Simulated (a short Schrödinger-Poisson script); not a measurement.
Structure: MOS inversion layer, SiO2 on p-type Si(100), at 300 K.

| layer | material | thickness (nm) | Na (cm⁻³) |
|---|---|---|---|
| 1 | SiO2 | 2.4 | - |
| 2 | Si | 200 | 4.8e18 |

The device is made up for the run: typed textbook-type constants, with dimensions and the other settings drawn at random. SiO2: permittivity 3.9, conduction-band edge (eV) 3.15, gap (eV) 9, electron mass (mₑ) 0.5. Si: permittivity 11.7, conduction-band edge (eV) 0, gap (eV) 1.124, Nv at 300 K (cm⁻³) 3.1e19.

Channel valleys (confinement mass, in-plane density-of-states mass, number): Δ2 0.916, 0.19, 2; Δ4 0.19, 0.417, 4. At the gate the conduction-band edge of layer 1 lies 3.22 eV − eVg above the Fermi level of the channel; the field vanishes at the back. Gaps are held at their typed values at every temperature. Mesh 0.03 nm at interfaces.

From a short Schrödinger-Poisson script (our own, NumPy): 1D Poisson equation in equilibrium, electrons quantum, Hartree (BenDaniel-Duke, 12 states a valley, the channel's in-plane mass for all, wave functions free to enter the dielectric), parabolic valleys, classical holes, full ionisation, no traps, pinning or gate leakage.

Only gate voltages with over 1e8 electrons/cm² are shown.

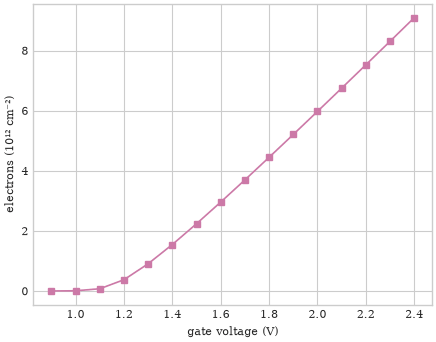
Sheet density against gate voltage

| Vg (V) | electrons (cm⁻²) | C (μF/cm²) | Δ2 E0 (meV) | Δ2 E1 (meV) | Δ4 E0 (meV) | Δ4 E1 (meV) |
|---|---|---|---|---|---|---|
| 0.9 | 5.77e8 | 0.440 | 232.3 | 370.3 | 325.9 | 548.7 |
| 1 | 7.09e9 | 0.447 | 167.2 | 308.8 | 262.8 | 492.2 |
| 1.1 | 7.41e10 | 0.586 | 106.2 | 251.2 | 203.7 | 439.0 |
| 1.2 | 3.74e11 | 0.889 | 63.3 | 211.2 | 162.5 | 402.1 |
| 1.3 | 9.06e11 | 1.06 | 39.0 | 189.2 | 139.5 | 381.9 |
| 1.4 | 1.55e12 | 1.14 | 23.3 | 175.7 | 125.1 | 369.6 |
| 1.5 | 2.24e12 | 1.18 | 11.7 | 166.2 | 114.8 | 361.0 |
| 1.6 | 2.96e12 | 1.20 | 2.4 | 158.8 | 106.6 | 354.4 |
| 1.7 | 3.70e12 | 1.22 | -5.6 | 152.8 | 99.8 | 349.1 |
| 1.8 | 4.45e12 | 1.23 | -12.6 | 147.7 | 93.9 | 344.6 |
| 1.9 | 5.21e12 | 1.24 | -18.9 | 143.2 | 88.6 | 340.7 |
| 2 | 5.97e12 | 1.25 | -24.8 | 139.3 | 83.9 | 337.3 |
| 2.1 | 6.75e12 | 1.25 | -30.3 | 135.7 | 79.5 | 334.2 |
| 2.2 | 7.52e12 | 1.26 | -35.4 | 132.4 | 75.4 | 331.4 |
| 2.3 | 8.31e12 | 1.26 | -40.3 | 129.4 | 71.5 | 328.8 |
| 2.4 | 9.09e12 | 1.27 | -45.0 | 126.6 | 67.9 | 326.5 |

Subbands count from the Fermi level.
